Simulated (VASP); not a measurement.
Band structure of Cd3HgS4 (ordered alloy cell). Computed with PBEsol GGA, VASP's PBE PAW potentials (set 64) (plane waves; VASP).

Unless said otherwise, spin-orbit coupling is left out, though it shifts the bands of the heavy elements here.

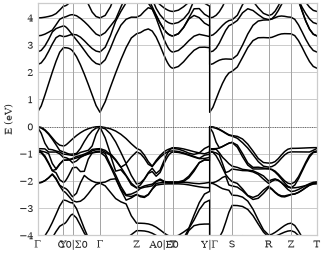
Bands along high-symmetry lines, zero at the valence-band maximum or, without a gap, the Fermi level

### Question
Read the plot: is there a gap, and where are the band edges?

### Answer
The gap is direct, 0.53 eV, from the valence maximum at Γ to the conduction minimum at Γ. (Edges off the drawn lines would not show.)

The structure was generated: Cd3HgS4 was put into an ordered model structure (Amm2), which need not be its known phase. It was relaxed first.
